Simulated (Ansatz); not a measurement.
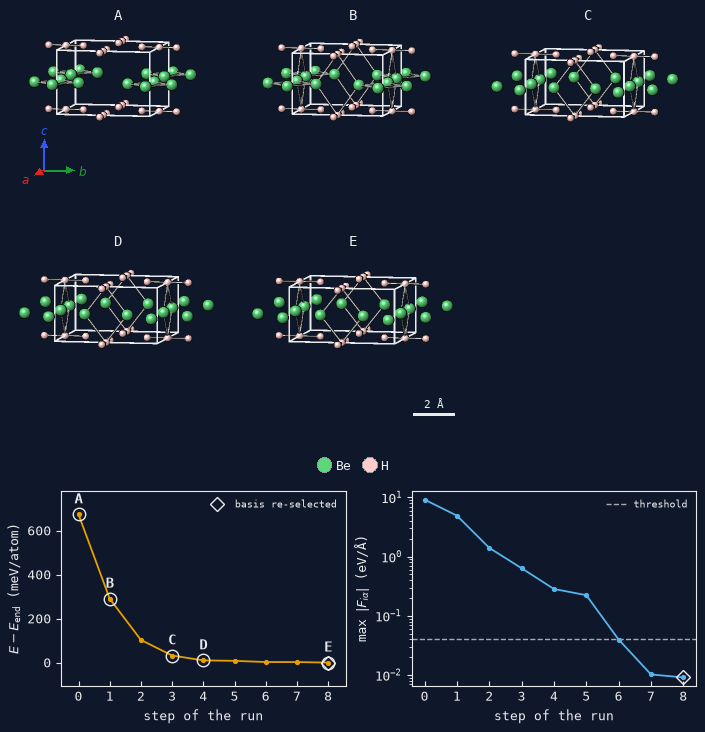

Frames of a relaxation of a crystal of Be2H3 (a generated structure, set up in P4/mmm) (coarse preliminary run), marked on the history of the run. The picture is a ball-and-stick view of the cell of the calculation, seen slightly off an axis.

These are results of Ansatz, DFT PBE, scalar-relativistic, plane waves, PAW, not measurements.

The input:
```yaml
crystal:
  lattice:
    - [4.71790946, 0.0, 0.0]
    - [0.0, 4.71790946, 0.0]
    - [0.0, 0.0, 3.19631159]
  atoms:
    - { symbol: Be, position: [0.23583505, 0.0, 0.5] }
    - { symbol: Be, position: [0.76416495, 0.0, 0.5] }
    - { symbol: Be, position: [0.0, 0.23583505, 0.5] }
    - { symbol: Be, position: [0.0, 0.76416495, 0.5] }
    - { symbol: H, position: [0.0, 0.5, 0.0] }
    - { symbol: H, position: [0.5, 0.0, 0.0] }
    - { symbol: H, position: [0.8134131, 0.5, 0.0] }
    - { symbol: H, position: [0.1865869, 0.5, 0.0] }
    - { symbol: H, position: [0.5, 0.8134131, 0.0] }
    - { symbol: H, position: [0.5, 0.1865869, 0.0] }
basis:
  ecutwfc: 420
kpoints:
  mp_grid: { grid: [4, 4, 6] }
hamiltonian:
  xc: pbe
scf:
  occupations: { method: gaussian, width: 0.1 }
  lower_state_search: "off"
output:
  forces: true
  stress: true
  eigenvalues: true
relax:
  adjacent_minimum: "off"
  f_tol: 0.04
  max_steps: 70
  cell: { stress_tol: 0.4 }
```

Command:
```bash
ansatz run input.yaml --threads 1 --pin off --max-ram 2560MiB --backend cpu --events-out ev --progress --plain --runs-dir out
```

Q: What happens along the run?

A: Over 7 accepted moves (8 points after the start) the energy falls by 673 meV per atom. Largest force component: 9.2 eV/Å at the start, 0.0091 eV/Å at the end. The pressure goes from 28.04 to 0.21 GPa. At 1 point the geometry stayed and the basis and grid were re-selected for the new cell (energy shift of 2.6 meV per atom at most each time). The largest moves relative to the cell, 0.32 Å, are those of Be1, Be2, Be3 and Be4. Be1 goes along +a. Largest moves by element: Be 0.32 Å, H 0.05 Å. The drawn cell changes as follows: a = b 4.718 → 5.335 Å (+13.1 %), c 3.196 → 2.717 Å (−15.0 %); the volume changes by +8.7 %. Near-neighbour distances that change, for instance: Be1–Be3 1.574 → 2.238 Å, Be1–H6 2.027 → 1.739 Å, H5–H7 0.880 → 1.047 Å. Bonds break: Be1–Be3 (1.57 → 2.24 Å), Be1–Be4 (1.57 → 2.24 Å), Be2–Be3 (1.57 → 2.24 Å), Be2–Be4 (1.57 → 2.24 Å). The space group stays P4/mmm (No. 123). From step 0 to 1: H atoms move most (0.14 Å), volume −9.7 %, energy −383 meV per atom. From step 1 to 3: Be atoms move most (0.12 Å), volume +7.2 %, energy −258 meV per atom. From step 3 to 4: H atoms move most (0.05 Å), volume +9.1 %, energy −22.3 meV per atom. From step 4 to 8: H atoms move most (0.03 Å), volume +2.9 %, energy −10.1 meV per atom.

```json
{"step": "0", "E − E(0), meV/atom": "0.00", "largest force component, eV/Å": "9.1919", "pressure, GPa": "28.04", "volume, Å³/atom": "7.115", "note": ""}
{"step": "1", "E − E(0), meV/atom": "-382.99", "largest force component, eV/Å": "4.9294", "pressure, GPa": "18.92", "volume, Å³/atom": "6.424", "note": ""}
{"step": "2", "E − E(0), meV/atom": "-570.23", "largest force component, eV/Å": "1.4057", "pressure, GPa": "10.78", "volume, Å³/atom": "6.516", "note": ""}
{"step": "3", "E − E(0), meV/atom": "-641.01", "largest force component, eV/Å": "0.6368", "pressure, GPa": "5.18", "volume, Å³/atom": "6.887", "note": ""}
{"step": "4", "E − E(0), meV/atom": "-663.26", "largest force component, eV/Å": "0.2838", "pressure, GPa": "0.90", "volume, Å³/atom": "7.515", "note": ""}
{"step": "5", "E − E(0), meV/atom": "-665.24", "largest force component, eV/Å": "0.2233", "pressure, GPa": "-0.25", "volume, Å³/atom": "7.820", "note": ""}
{"step": "6", "E − E(0), meV/atom": "-670.68", "largest force component, eV/Å": "0.0396", "pressure, GPa": "-0.15", "volume, Å³/atom": "7.754", "note": ""}
{"step": "7", "E − E(0), meV/atom": "-670.77", "largest force component, eV/Å": "0.0102", "pressure, GPa": "0.06", "volume, Å³/atom": "7.734", "note": ""}
{"step": "8", "E − E(0), meV/atom": "-673.35", "largest force component, eV/Å": "0.0091", "pressure, GPa": "0.21", "volume, Å³/atom": "7.734", "note": "same geometry, new basis"}
```
